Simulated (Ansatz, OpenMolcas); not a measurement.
## How methods differ on HfHCl3O (SMILES Cl[Hf](Cl)(Cl)O)

The species is HfHCl3O (6 atoms), meant as a singlet with charge 0. SMILES: `Cl[Hf](Cl)(Cl)O`. The coordinates come from a PBE0-D4/def2-TZVP relaxation.

Each level gives the HOMO–LUMO gap (eV). The values are calculated.

```tsv
level	kind	program	value (eV)	CPU time
HF/def2-SVP (core potential)	Hartree–Fock	Ansatz	14.54	3.5 s
SVWN5/def2-SVP (core potential)	LDA	OpenMolcas	5.65	31 s
BLYP/def2-SVP (core potential)	GGA	OpenMolcas	5.67	41 s
M06-L/def2-SVP (core potential)	meta-GGA	OpenMolcas	6.24	51 s
B3LYP/def2-SVP (core potential)	global hybrid	Ansatz	7.43	15 s
CAM-B3LYP/def2-SVP (core potential)	range-separated hybrid	Ansatz	10.36	14 s
B2PLYP/def2-SVP (core potential)	double hybrid	OpenMolcas	10.44	25 s
```

The values span 5.65 to 14.54 eV. Orbital gaps aren't excitation energies, and those of double hybrids come from the SCF part alone; they tend to grow with the share of exact exchange. CPU times are rough (shared hosts, several kinds of processor and program).

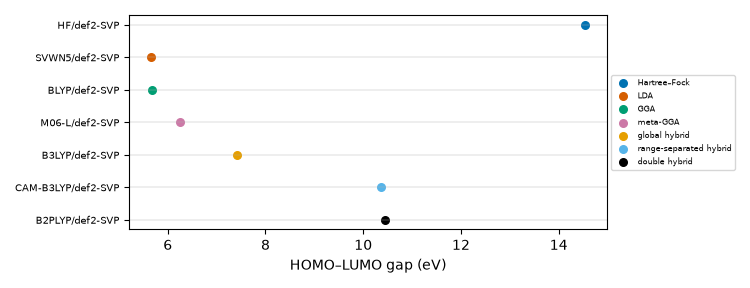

The values of the table, level by level.
